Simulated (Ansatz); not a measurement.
Consider BAs₅.

```
B As
1.0
     5.25069    0.00000    0.00000
    -2.62535    4.54723    0.00000
     0.00000    0.00000    5.12788
B As
1 5
Cartesian
  0.0000 0.0000 0.0000
  0.0000 3.0315 0.0000
  2.6254 1.5157 0.0000
  2.6253 0.0000 2.5639
  1.3127 2.2736 2.5639
  -1.3127 2.2736 2.5639
```

Space group P6/mmm; a structure generated by program, which may or may not match a known phase.

All numbers below come from DFT PBE, scalar-relativistic, plane waves, PAW in Ansatz 0.2.0.

Question: Predict the valence pseudo-density and electron localisation function between the atoms.

Answer: As–As (2.63 Å): ρ at the midpoint is about 0.38 e/Å³; the ELF peaks at about 0.65 between the atoms.

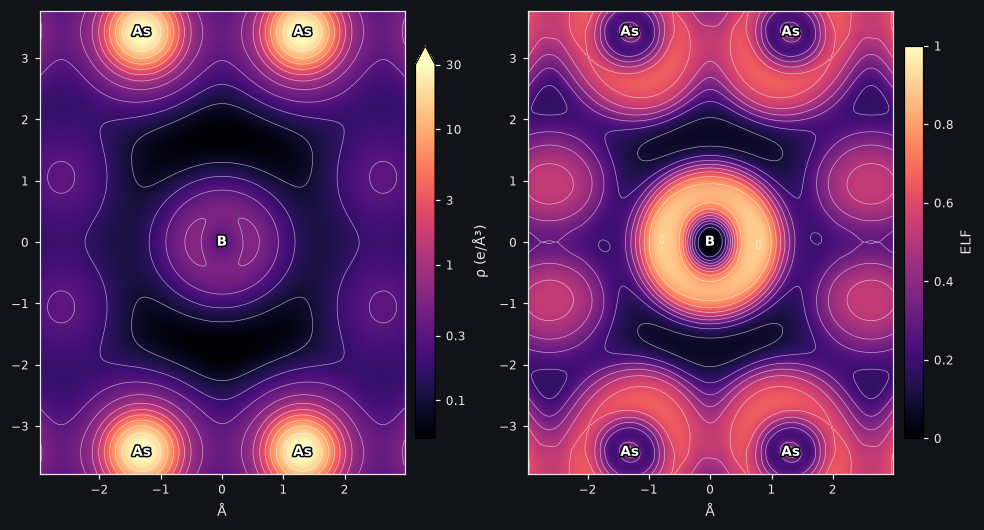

Computed valence pseudo-density and electron localisation function on the (101̄) plane of the conventional cell, in this order. 

The density is the valence pseudo-density of a PAW calculation; it isn't the true density close to the nuclei.
